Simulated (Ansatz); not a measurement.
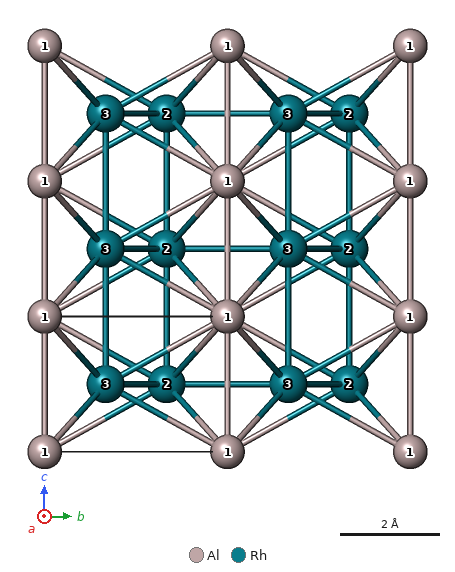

A crystal of AlRh2 (a generated structure, set up in P6/mmm), before the relaxation. A ball-and-stick model of the cell of the calculation, repeated 1 × 2 × 3 with one cell outlined, seen along the a axis.

These are results of DFT PBE, scalar-relativistic, plane waves, PAW (Ansatz), not measurements.

Input file:
```yaml
crystal:
  lattice:
    - [4.2967109291, 0.0, 0.0]
    - [-2.1483554645, 3.7210608173, 0.0]
    - [0.0, 0.0, 2.7538291447]
  atoms:
    - { symbol: Al, position: [0.0, 0.0, 0.0] }
    - { symbol: Rh, position: [0.3333333333, 0.6666666667, 0.5] }
    - { symbol: Rh, position: [0.6666666667, 0.3333333333, 0.5] }
basis:
  ecutwfc: 420
kpoints:
  mp_grid: { grid: [12, 12, 16] }
hamiltonian:
  xc: pbe
scf:
  occupations: { method: gaussian, width: 0.1 }
output:
  forces: true
  stress: true
  eigenvalues: true
relax:
  adjacent_minimum: "off"
  f_tol: 0.01
  max_steps: 80
  cell: { stress_tol: 0.05 }
```

Launched with:
```bash
ansatz run input.yaml --threads 1 --pin off --max-ram 2560MiB --backend cpu --events-out ev --progress --plain --runs-dir out
```

What does the optimiser find from here?

Answer. After 2 accepted moves (3 points after the start) the energy has fallen by 1.0 meV per cell of the calculation. All forces vanish by symmetry, so only the cell relaxes. Pressure: −0.75 GPa at the start and 0.00 GPa at the end. At 1 point the geometry stayed and the basis and grid were re-selected for the new cell (energy shift of 0.1 meV per cell of the calculation at most each time). The atoms keep their places relative to the cell (all moves are under 0.005 Å). The drawn cell changes as follows: a = b unchanged at 4.297 Å, c 2.754 → 2.741 Å (−0.5 %); the volume changes by −0.5 %. Near-neighbour distances that change, for instance: Al1–Al1 2.754 → 2.741 Å, Rh2–Rh2 2.754 → 2.741 Å. The space group stays P6/mmm (No. 191). Cost: 38 s on 1 thread of Arm Neoverse V1, on a shared host, peak memory 0.41 GiB.

Final geometry:

```
Al Rh
1.0
     4.29653    0.00000    0.00000
    -2.14826    3.72091    0.00000
     0.00000    0.00000    2.74124
Al Rh
1 2
Direct
  0.00000 0.00000 0.00000
  0.33333 0.66667 0.50000
  0.66667 0.33333 0.50000
```
